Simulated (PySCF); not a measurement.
C6H13ClSi

```xyz
21

C     2.8785   -0.2298    0.0362
C     1.4509   -0.7687    0.0470
C     0.4544    0.3459   -0.1728
C    -0.1890    1.0592    0.9704
C    -1.0302    0.1884    0.0675
Si   -2.1886    0.9892   -1.1993
C    -1.5429   -1.0926    0.6594
Cl   -1.7621   -2.3192   -0.6239
H     3.0123    0.5047    0.8275
H     3.5921   -1.0364    0.1871
H     3.0968    0.2492   -0.9158
H     1.2669   -1.2633    1.0021
H     1.3375   -1.5155   -0.7435
H     0.7144    0.9607   -1.0290
H    -0.3157    2.1305    0.9224
H     0.0108    0.6941    1.9685
H    -3.5554    0.9288   -0.6783
H    -1.7641    2.3819   -1.3554
H    -2.0819    0.2900   -2.4770
H    -2.5259   -0.9508    1.1116
H    -0.8678   -1.5292    1.3948
```

Geometry: GFN2-xTB.

Level of theory: PBE0/pcSseg-1, SCF density, gas phase, non-relativistic in PySCF.

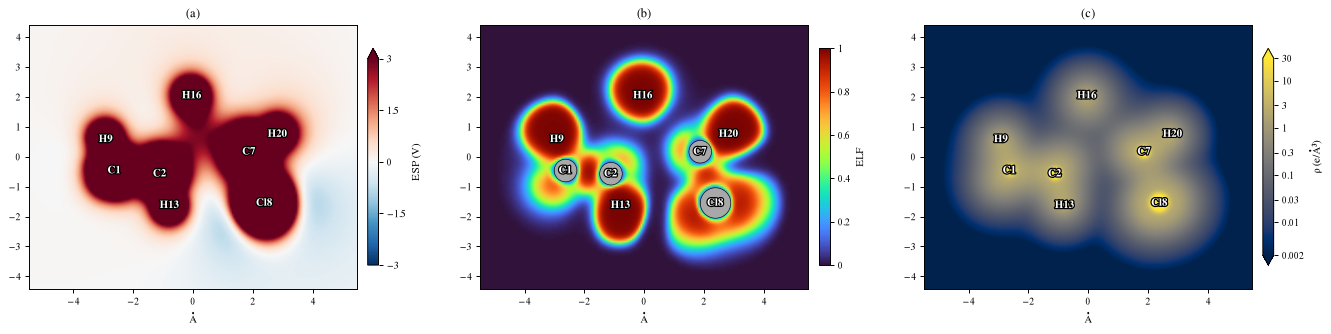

Figure 1. (a) molecular electrostatic potential; (b) ELF; (c) electron density on the plane of atoms Cl8, C7 and H20. Grey discs cover the atomic cores in the ELF map.

**Interpret the plot.**

- Atoms in the plane: C, Cl and H.
- C–Cl (1.79 Å): ρ is about 1.3 e/Å³ halfway; the ELF peaks at about 0.90 between the atoms, as expected for a covalent bond.
- C–H (1.09 Å): ρ at the midpoint is about 2 e/Å³; the ELF climbs to about 1 towards the hydrogen, as it does in any bond to H: an ordinary covalent bond to hydrogen.
- The ELF also peaks beside Cl8, away from the bonds: lone-pair regions.
- Outside the dense part of the molecule the potential is most negative (−0.8 V) near Cl8.

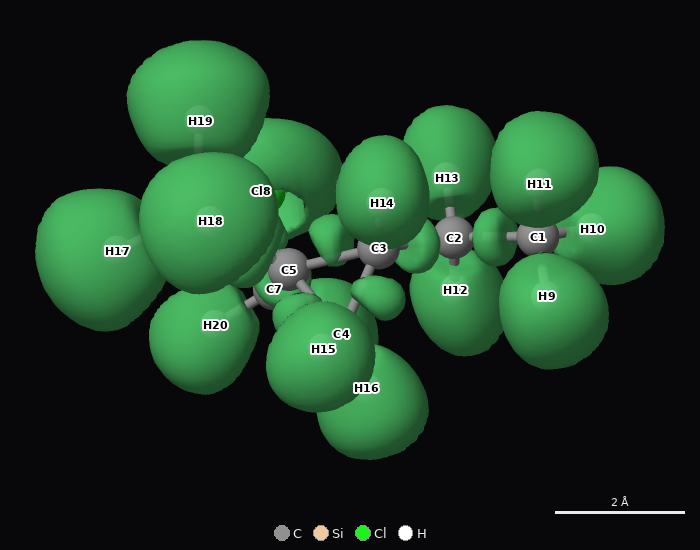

Figure 2. Isosurface of the electron localisation function at 0.8 (green), seen from one side. Only the valence region is drawn (cores and ρ < 0.01 e/Å³ removed).

**Where are the electrons localised?**

The surface consists of six regions between bonded C–C atoms (shared pairs), one region between bonded C–Cl atoms (shared pairs), one region between bonded C–Si atoms (shared pairs), 13 regions around hydrogen nuclei and one ring or bowl of non-bonding electrons around Cl. Profiles from the grid: C–C (1.49 Å): the ELF peaks at about 0.90 between the atoms; a covalent bond.

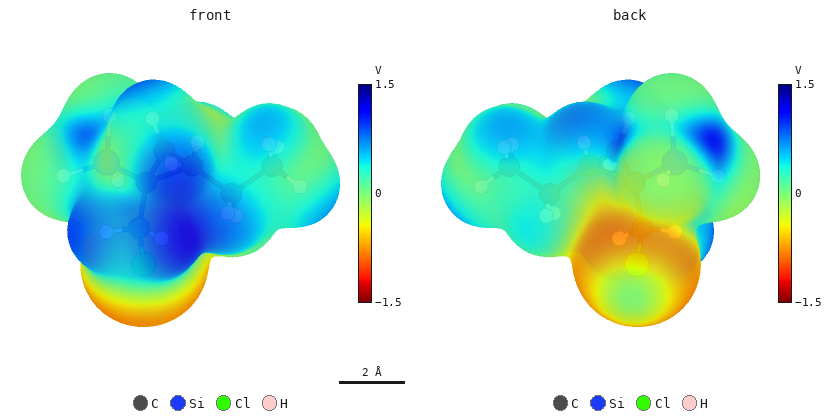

Figure 3. The molecular electrostatic potential painted on the density surface at 0.002 e/bohr³, seen from the front and from behind; the colour scale runs from red (negative) to blue (positive).

**Describe the electrostatic potential map.**

The most negative region (about −0.8 V, or −18 kcal/mol for a unit charge) lies over Cl8, the most positive (about +1.1 V, or +25 kcal/mol for a unit charge) over Si6 and H21.
